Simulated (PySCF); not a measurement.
**BBr2F (dibromofluoroborane): BP86/x2c-TZVPall (sfX2C)**

What is the vertical ionisation energy of BBr2F (dibromofluoroborane) at BP86/x2c-TZVPall (sfX2C)? Input form: a Python script.

Program for the calculation: PySCF 2.14.0.

## Step 1: Starting point

The species is BBr2F (4 atoms), meant as a singlet with charge 0. As SMILES, `FB(Br)Br`. The coordinates come from a PBE0-D4/def2-TZVP relaxation.

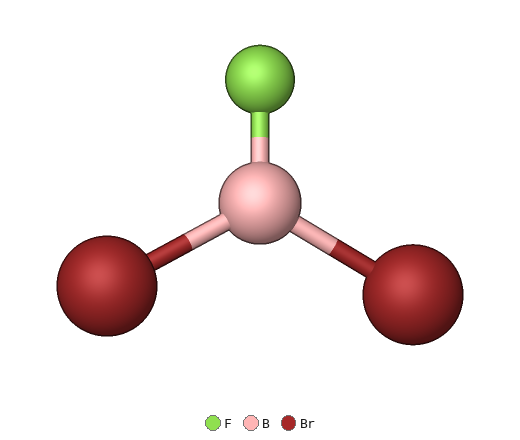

Viewed from a chosen angle; fluorine green, boron pink, bromine red.

## Step 2: A single-point energy at BP86/x2c-TZVPall (sfX2C)

Input file calc.py:

```python
from pyscf import gto, dft

mol = gto.M(
    atom='F 1.316550 0.465960 0.364370; B 0.123960 0.043770 0.034160; Br -0.483040 -1.629420 0.701450; Br -0.957470 1.119690 -1.099980',
    verbose=3,
    basis='x2c-tzvpall',
    charge=0,
    max_memory=1860,
    spin=0,
)

calc0 = dft.RKS(mol)
calc0.xc = 'bp86'
calc0 = calc0.x2c()
calc0.grids.level = 4
calc0.conv_tol = 1e-10
calc0.kernel()
if not calc0.converged:
    calc0 = calc0.newton().run(calc0.mo_coeff, calc0.mo_occ)

e_tot = calc0.e_tot
print('E(%s) = %.9f' % ('BP86', e_tot))
```

Run with:

```console
OMP_NUM_THREADS=1 python calc.py
```

What it wrote:

```text
converged SCF energy = -5338.17655262885
E(BP86) = -5338.176552629
```

Wall time 51 s (1 thread of Arm Neoverse V1, shared host); peak memory 1.2 GiB.

## Step 3: The doublet cation at the same level

Input file mol.xyz:

```xyz
4
BBr2F
F      1.316550     0.465960     0.364370
B      0.123960     0.043770     0.034160
Br    -0.483040    -1.629420     0.701450
Br    -0.957470     1.119690    -1.099980
```

Input file input.py:

```python
from pyscf import gto, dft

mol = gto.M(
    atom='mol.xyz',
    max_memory=1860,
    basis='x2c-tzvpall',
    charge=1,
    spin=1,
    verbose=3,
)

calc0 = dft.UKS(mol, xc='bp86')
calc0 = calc0.sfx2c1e()
calc0.conv_tol = 1e-10
calc0.grids.level = 4
calc0.kernel()
if not calc0.converged:
    calc0 = calc0.newton().run(calc0.mo_coeff, calc0.mo_occ)

etot = calc0.e_tot
print('Final energy', etot)
```

Run with:

```console
OMP_NUM_THREADS=1 python input.py
```

What it wrote:

```text
WARN: HOMO -0.299196125029552 >= LUMO -0.299196125029557

converged SCF energy = -5337.78931713386  <S^2> = 0.75180933  2S+1 = 2.0018085
Final energy -5337.789317133861
```

Wall time 94 s (1 thread of Arm Neoverse V1, shared host); peak memory 1.2 GiB.

## Step 4: What came out

Level: BP86/x2c-TZVPall (sfX2C).

| quantity | value |
| --- | --- |
| singlet BBr2F: total energy | -5338.17655 Eh |
| singlet BBr2F: dipole moment | 0.30 D |
| singlet BBr2F: HOMO energy | -7.37 eV |
| singlet BBr2F: LUMO energy | -2.29 eV |
| singlet BBr2F: HOMO–LUMO gap | 5.08 eV |
| doublet cation: total energy | -5337.78932 Eh |
| doublet cation: HOMO energy (highest over α and β) | -14.14 eV |
| doublet cation: LUMO energy (lowest over α and β) | -13.72 eV |
| doublet cation: ⟨S²⟩ | 0.752 |
| vertical ionisation energy (to the doublet cation) | 10.537 eV |

The vertical ionisation energy comes to 10.54 eV (243 kcal/mol). −ε(HOMO) before ionisation, 7.37 eV, is 3.17 eV below this ionisation energy.
